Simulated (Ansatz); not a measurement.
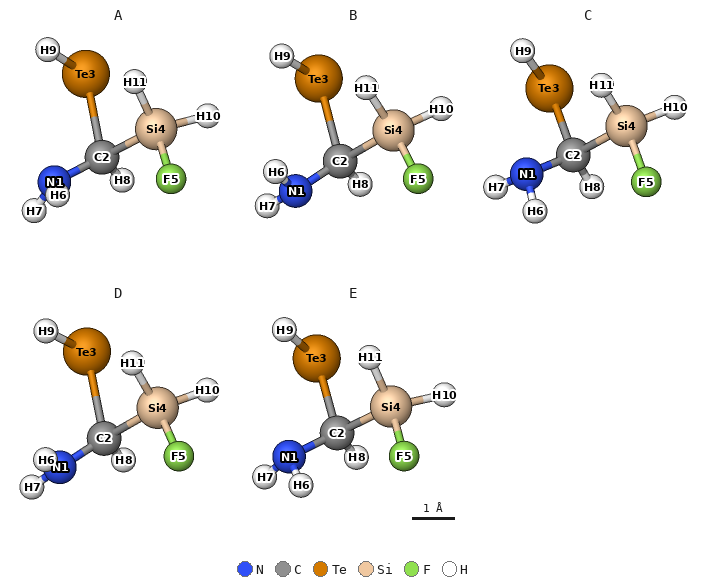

5 geometries from one relaxation of CH6FNSiTe, in shuffled order. The picture is a ball-and-stick view, seen at a tilt.

The run prepares an end point of a later path (inversion) calculation, from a guessed geometry.

These are results of RKS PBE-D4/def2-SVP in Ansatz 0.2.0, not measurements. (no spin polarisation; force threshold 0.015 eV/Å; at most 40 steps)

> Put them in the order of the run, from the start to the converged end.

C, E, A, D, B. They are steps 0, 3, 14, 19, 28, at +0.725 eV, +0.205 eV, +0.169 eV, +0.067 eV relative to the last. The largest move after the best rigid fit is that of H6, 1.13 Å. By element the largest moves are H 1.13 Å, N 0.43 Å, Te 0.32 Å, F 0.18 Å, C 0.16 Å, Si 0.12 Å. Near-neighbour distances that change, for instance: C2–Te3 2.141 → 2.365 Å, Te3–H9 1.795 → 1.682 Å, Si4–H11 1.423 → 1.500 Å, Si4–F5 1.725 → 1.649 Å. Bond angles that change, for instance: Te3–C2–Si4 107.5° → 97.3°, N1–C2–Si4 109.2° → 118.6°, Te3–C2–H8 107.2° → 98.3°. Over 25 accepted moves (28 points after the start) the energy falls by 0.725 eV. The largest force component goes from 2.8 to 0.0072 eV/Å. The line search rejected the trial steps at points 9, 11, 18 of the run.
